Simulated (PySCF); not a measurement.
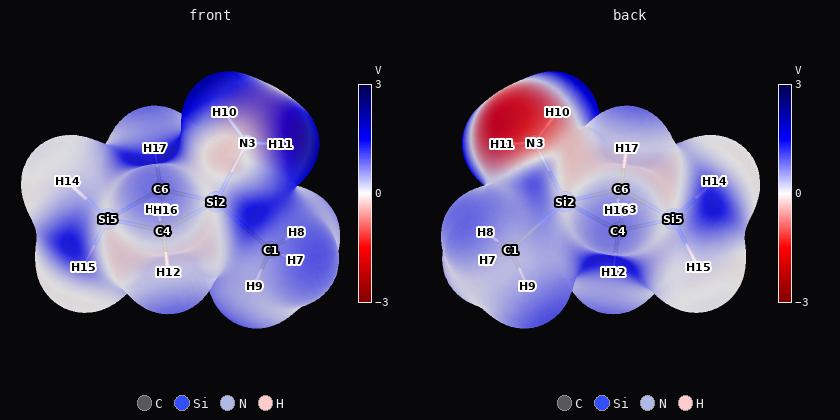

*C3H11NSi2 (SMILES C[Si]1(N)C[SiH2]C1). The molecular electrostatic potential painted on the density surface at 0.004 e/bohr³, seen from the front and from behind; red is negative and blue positive.*

Geometry: GFN2-xTB.

The calculation used PySCF, B3LYP/def2-SVPD, SCF density, gas phase.

```xyz
17

C    -1.7067   -1.3528   -0.3956
Si   -0.5539    0.0528    0.1390
N    -1.5194    1.1752    1.0342
C     0.6108    0.7154   -1.2489
Si    2.1737    0.2171   -0.2585
C     1.0211   -0.4249    1.1276
H    -2.4369   -1.0094   -1.1209
H    -2.2460   -1.7531    0.4555
H    -1.1468   -2.1631   -0.8487
H    -1.0729    1.9901    1.4216
H    -2.4345    1.4151    0.6899
H     0.5159    0.2285   -2.2158
H     0.5268    1.7837   -1.4349
H     3.0255    1.3476    0.1247
H     2.9891   -0.8182   -0.8993
H     1.1230   -1.4846    1.3434
H     1.1242    0.0927    2.0768
```

Question: Where is the surface potential most negative and most positive?

Answer: The most negative region (about −1.5 V) lies over N3, the most positive (about +2.1 V) over H10 and H11. N3 is the likeliest acceptor of a hydrogen bond.

Question: How polar is the molecule by this calculation?

Answer: Its dipole moment is 1.25 D.
